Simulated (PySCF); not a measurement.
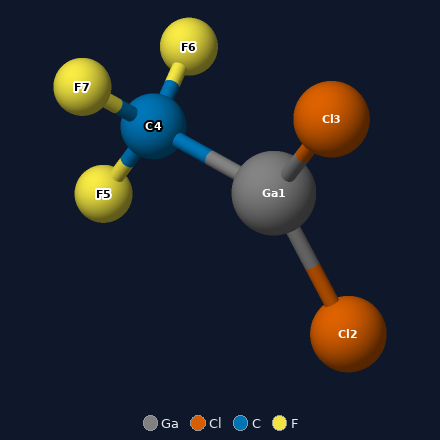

CCl₂F₃Ga (GaCl2(CF3)), SMILES F[C](F)(F)[Ga]([Cl])[Cl], singlet. Vertical core-electron binding energies by ΔSCF (SCAN, pcX-2 on the ionised atom (unc-x2c-TZVPall on a metal), pcseg-1 elsewhere, spin-free X2C; PySCF, at a PBE0-D3(BJ)/def2-SVP geometry (no frequency check)), gas phase, against the vacuum level. One atom of each kind was ionised; within a panel, areas follow the number of like atoms and 2j + 1 (2p levels are split by first-order spin-orbit coupling, an approximation), Gaussians of 0.6 eV full width. Only the regions named are shown.

Predict the Cl 2p photoelectron lines.

Answer.
```
   level     atoms  binding energy (eV)
Cl 2p1/2  Cl2, Cl3                208.0
Cl 2p3/2  Cl2, Cl3                206.3
```

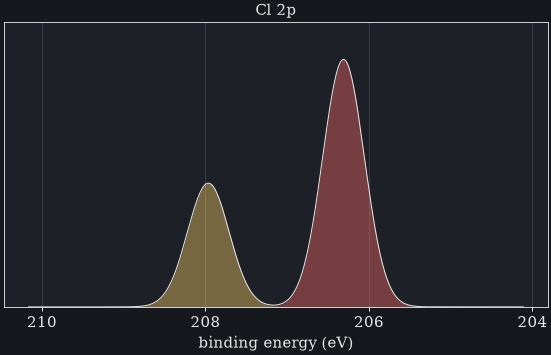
